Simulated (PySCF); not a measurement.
**CuC (quartet): density, localisation and related maps**

```yaml
atoms:
  - { symbol: Cu, position_ang: [0.0000, 0.0000, -0.2860] }
  - { symbol: C, position_ang: [0.0000, 0.0000, 1.5000] }
```

Level of theory: PySCF, PBE0/cc-pVDZ(-PP), non-relativistic Hamiltonian with scalar-relativistic core potentials where named, at a bond length of 1.786 Å.

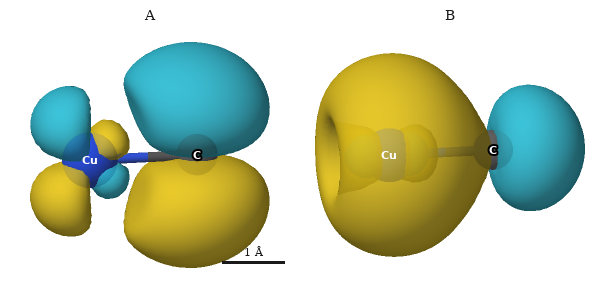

Figure 1. Two frontier α-spin orbitals, each drawn at the value that holds 80 % of its norm (yellow and cyan are the two phases), in no order; of a degenerate pair one member is drawn.

> Label each orbital by symmetry, say whether it is occupied, and order them by energy.

Orbital B: σ, occupied in this spin, −6.90 eV; shared between the atoms (Cu 65 %, C 35 %).
Orbital A: π, occupied in this spin, −5.90 eV; mainly on C (75 %).

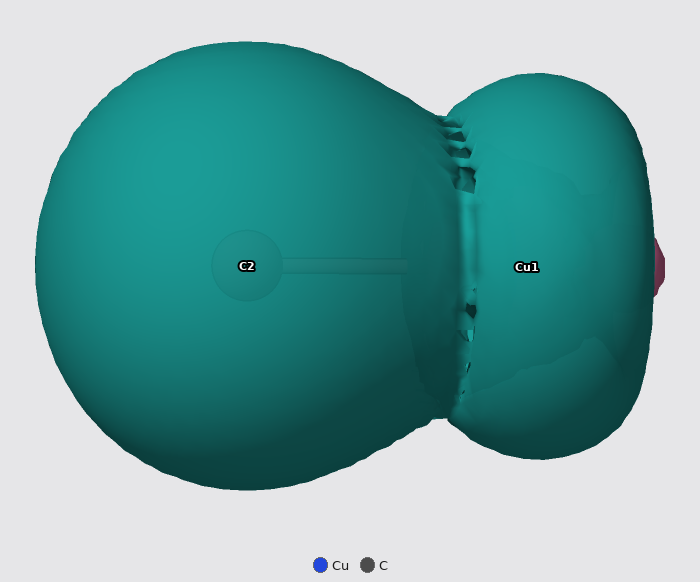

Figure 2. Isosurfaces of the spin density at +0.04 (teal) and −0.04 e/Å³ (pink), seen from one side.

> Describe the spin distribution.

The unpaired spin (3 electrons) lies mostly on C2 (about 2.3) and Cu1 (about 0.7), in electrons by Hirshfeld's partition.

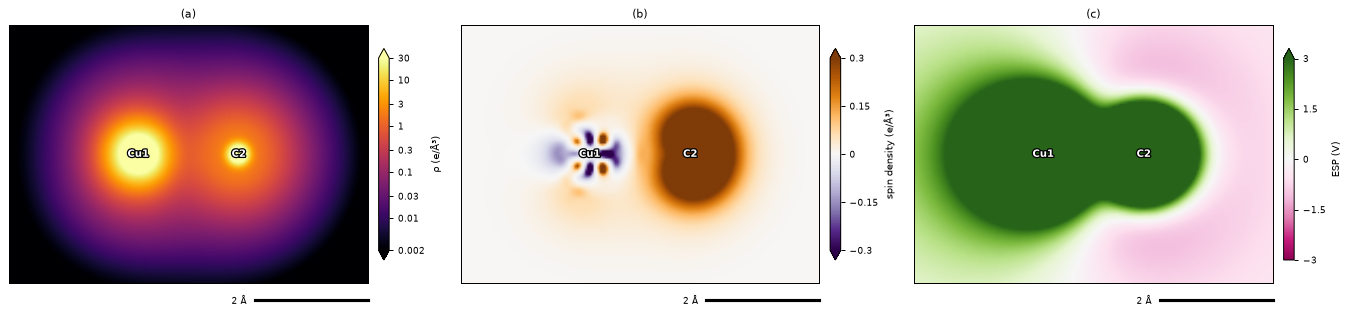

Figure 3. (a) total electron density; (b) spin density (α minus β); (c) molecular electrostatic potential on a plane that holds the molecular axis.

> Describe what can be read from this map.

The plane passes through Cu and C nuclei. C–Cu (1.79 Å): ρ is about 0.94 e/Å³ halfway.
